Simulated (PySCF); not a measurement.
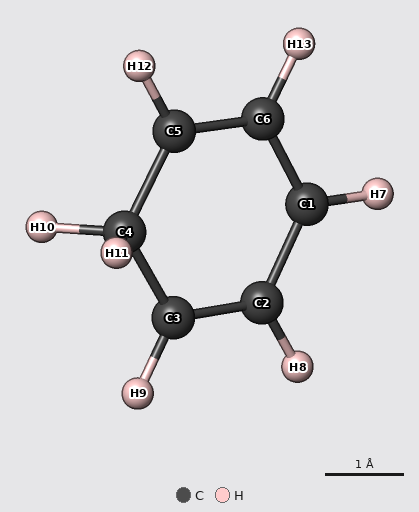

C6H7 (charge +1), before the relaxation. A ball-and-stick model, seen at a tilt.

The start comes from GFN2-xTB.

Computed with PBE0-D3(BJ)/def2-SVP geometry optimisation, gas phase (PySCF).

```xyz
13

C     1.4271    0.4402   -0.2616
C     1.1417   -0.9251   -0.1488
C    -0.1414   -1.3388    0.0881
C    -1.2272   -0.3773    0.2294
C    -0.8708    1.0278    0.0793
C     0.4225    1.4086   -0.1577
H     2.4478    0.7534   -0.4345
H     1.9388   -1.6462   -0.2498
H    -0.3741   -2.3909    0.1767
H    -2.0571   -0.6370   -0.4509
H    -1.7368   -0.5320    1.1978
H    -1.6558    1.7659    0.1616
H     0.6765    2.4524   -0.2653
```

> Where does the relaxation end?

H8 moves most after the best rigid fit: 0.030 Å. By element the largest moves are H 0.030 Å, C 0.019 Å. Near-neighbour distances that change, for instance: C1–H7 1.081 → 1.095 Å, C2–H8 1.080 → 1.092 Å, C4–H11 1.105 → 1.116 Å, C4–H10 1.104 → 1.115 Å. The energy falls by 0.77 kcal/mol in 5 geometry steps. The run took about 20 core-seconds on a shared host.

Step by step:

```tsv
step	E − E(0), kcal/mol
0	0.00
1	-0.10
2	-0.72
3	-0.75
4	-0.77
5	-0.77
```

The structure at the end:

```xyz
13

C     1.4175    0.4367   -0.2660
C     1.1491   -0.9422   -0.1461
C    -0.1386   -1.3503    0.0912
C    -1.2192   -0.3750    0.2226
C    -0.8753    1.0385    0.0822
C     0.4188    1.4256   -0.1553
H     2.4488    0.7540   -0.4540
H     1.9609   -1.6657   -0.2431
H    -0.3812   -2.4131    0.1892
H    -2.0551   -0.6353   -0.4674
H    -1.7423   -0.5328    1.1958
H    -1.6745    1.7806    0.1743
H     0.6821    2.4801   -0.2586
```
